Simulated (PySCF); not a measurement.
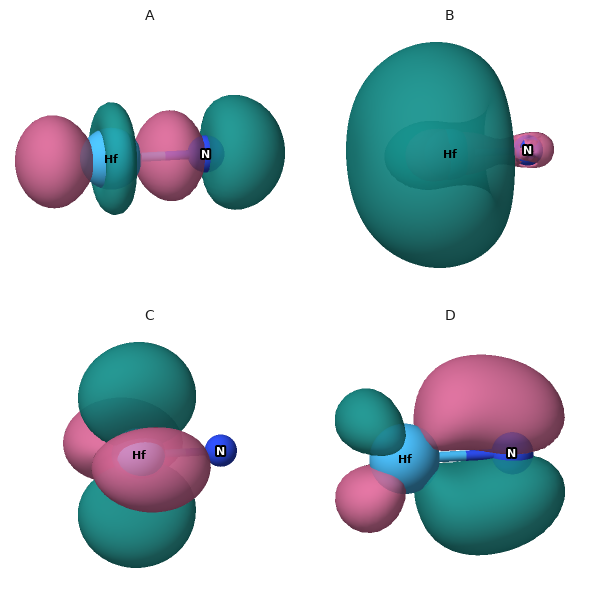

Figure. HfN (doublet). Four frontier α-spin orbitals, each drawn at the value that holds 80 % of its norm (teal and pink are the two phases), in no order; of a degenerate pair one member is drawn.

Core potentials replace the inner electrons of Hf.

Method: PBE0/cc-pVDZ(-PP), non-relativistic Hamiltonian with scalar-relativistic core potentials where named, at a bond length of 1.704 Å (PySCF 2.14.0).

Name the orbitals and rank them from lowest to highest energy.

Orbital D: π, occupied in this spin, −6.75 eV; bonding, with no node between the atoms.
Orbital A: σ, occupied in this spin, −6.16 eV; shared between the atoms (Hf 40 %, N 60 %).
Orbital B: σ, occupied in this spin, −5.70 eV; almost wholly on Hf.
Orbital C: δ, empty in this spin, −1.99 eV; almost wholly on Hf.
